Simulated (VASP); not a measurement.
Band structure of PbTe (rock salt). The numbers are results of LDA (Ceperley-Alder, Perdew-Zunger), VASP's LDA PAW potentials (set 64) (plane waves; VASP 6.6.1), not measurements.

Unless said otherwise, spin-orbit coupling is left out, though it shifts the bands of the heavy elements here.

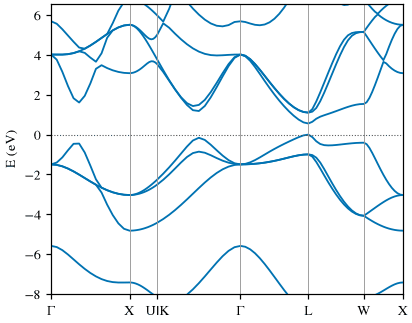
Fig. 1. Bands along high-symmetry lines, zero at the valence-band maximum or, without a gap, the Fermi level

Problem. Read the plot: is there a gap, and where are the band edges?

Solution. The gap is direct, 0.56 eV, from the valence maximum at L to the conduction minimum at L. (Edges off the drawn lines would not show.)

The compound is PbTe in the rock salt structure. It was relaxed first.
